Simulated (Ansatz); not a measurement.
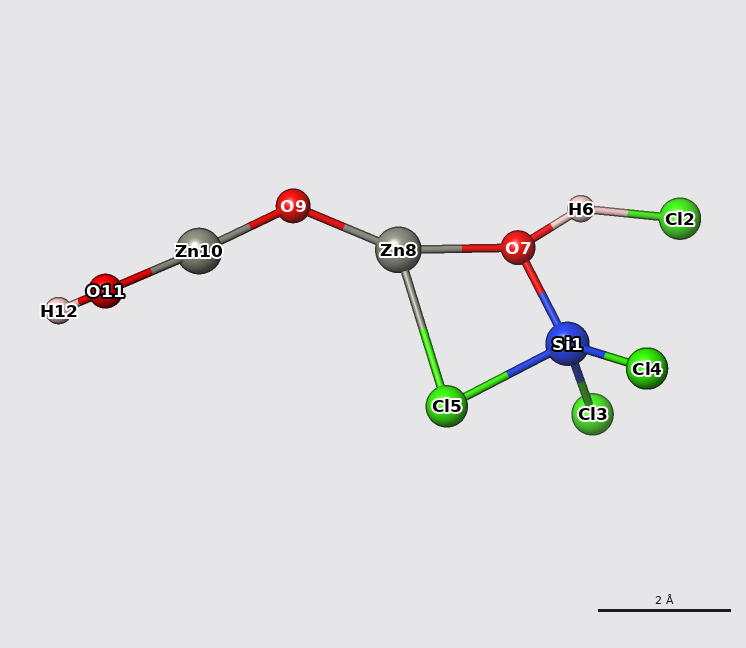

The view is orthographic, and the bar gives the scale. Computed geometry: PBE0-D4/def2-TZVP saddle-point search.

Give an XYZ file in the frame of the picture: x to the right, y up, z towards the viewer, origin at the mean of the atomic positions.

```xyz
12
Cl4H2O3SiZn2
Si   2.19  -0.77  -0.46
Cl   3.90   1.13  -1.31
Cl   2.57  -1.85  -2.12
Cl   3.40  -1.15   1.10
Cl   0.35  -1.72   0.22
H    2.39   1.29  -0.95
O    1.43   0.69  -0.58
Zn  -0.39   0.66  -0.08
O   -1.99   1.33   0.20
Zn  -3.42   0.64   0.95
O   -4.85   0.03   1.80
H   -5.56  -0.27   1.23
```
